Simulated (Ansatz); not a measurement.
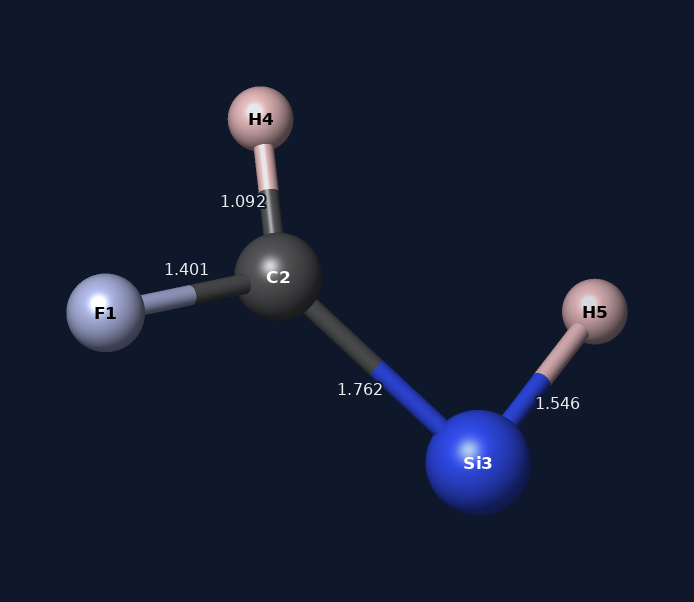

The numbers beside the sticks are distances in Å. Sticks don't show bond order. Charge −1, singlet. Computed geometry: PBE0-D4/def2-TZVPD optimisation. No frequency run is at hand to confirm it as a minimum.

> Assign a bond order to each marked bond.

F1–C2 single; C2–Si3 double; C2–H4 single; Si3–H5 single. This is one Lewis structure.

> Write the SMILES.

[H]/[Si-]=C/F
